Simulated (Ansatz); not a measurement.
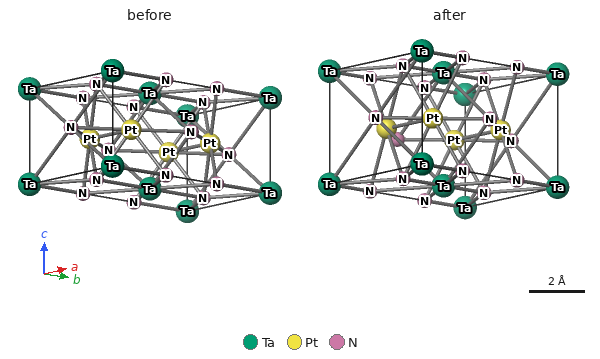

The structure of solid TaPt2N3 (built on the LaAl2Cu3-65 type type) before (left) and after (right) a relaxation, at one scale.

A ball-and-stick model of the conventional cell (2 times the calculation's cell), seen from a free direction. Lengths and directions refer to the drawn axes.

Method: DFT, PBEsol, plane waves, PAW in Ansatz. (plane-wave cutoff 420 eV; k-point mesh 6 × 6 × 6; occupations fermi dirac; smearing width 0.03 eV; no spin polarisation; cell and atoms relaxed; force threshold 0.01 eV/Å; at most 120 steps)

> Summarise the run.

The largest moves relative to the cell, 0.27 Å, are those of N atoms. Pt and Ta stay in place. Cell: a 4.604 → 5.133 Å (+11.5 %), b 7.732 → 6.639 Å (−14.1 %), c 3.572 → 4.233 Å (+18.5 %). Volume +13.4 %. Among the contacts that change: N–Ta 2.621 → 1.984 Å, N–Ta 2.914 → 3.327 Å, N–Ta 2.617 → 2.893 Å, Pt–Pt 2.302 → 2.567 Å. Among the angles between lasting bonds that change: Pt–N–Pt 61.5° → 75.4°, Pt–N–Pt 118.5° → 104.6°. The space group stays Cmmm (No. 65). Over 15 accepted moves (18 points after the start) the energy falls by 558 meV per atom. The largest force component goes from 1.4 to 0.00028 eV/Å. The pressure goes from 33.36 to 0.01 GPa. The SCF was repeated 3 times at an unchanged geometry on a basis and grid sized afresh for the cell, which shifted the energy by 20.2 meV per atom at most. The run took 110 s on 2 threads of Arm Neoverse N1, with other jobs on the host, peak memory 0.44 GiB.
